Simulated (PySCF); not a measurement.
GeN (charge −1)

```xyz
2

Ge    0.0000    0.0000   -0.2661
N     0.0000    0.0000    1.4049
```

Theory: PySCF, PBE0/def2-TZVPPD, non-relativistic Hamiltonian with scalar-relativistic core potentials where named, at a bond length of 1.671 Å.

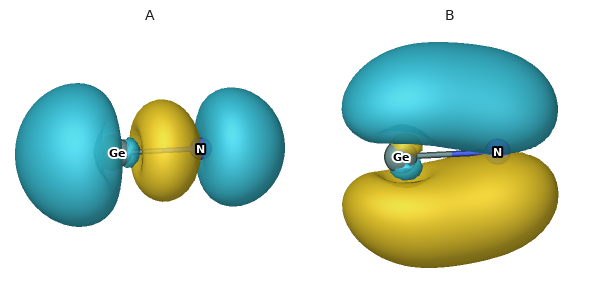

Figure 1. Two frontier orbitals, each drawn at the value that holds 80 % of its norm (yellow and cyan are the two phases), in no order; of a degenerate pair one member is drawn.

> Label each orbital by symmetry, say whether it is occupied, and order them by energy.

Orbital B: π, occupied, −0.80 eV; bonding, with no node between the atoms.
Orbital A: σ, occupied, −0.73 eV; shared between the atoms (Ge 45 %, N 55 %).

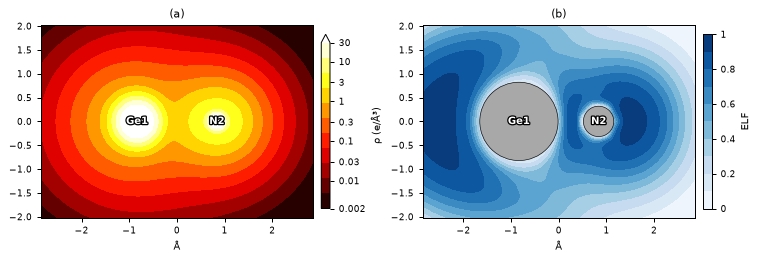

Figure 2. (a) electron density; (b) electron localisation function on a plane that holds the molecular axis. Grey discs cover the atomic cores in the ELF map.

> Interpret the plot.

Atoms in the plane: Ge and N. Ge–N (1.67 Å): ρ is about 1.3 e/Å³ halfway; the ELF peaks at about 0.85 in the valence shell of N, 0.6 Å from its nucleus, and is about 0.35 at the midpoint. The ELF also peaks beside N2, away from the bonds: lone-pair regions.

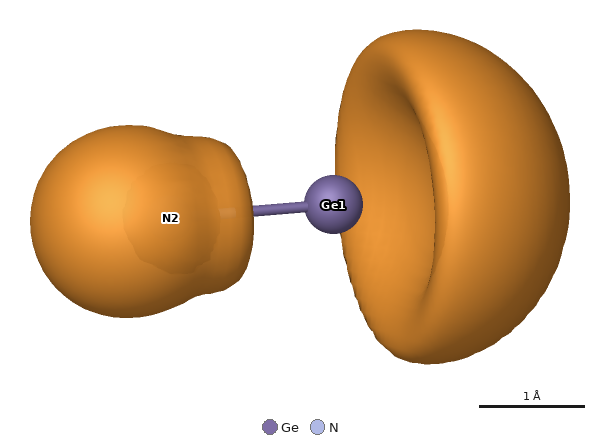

Figure 3. Isosurface of the ELF at 0.75 (orange), seen from one side. Core shells and regions of very low density are left out.

> What do the ELF domains correspond to?

The surface consists of one lobe on Ge, pointing away from the bonds (lone pairs) and one lobe on N, pointing away from the bonds (lone pairs).
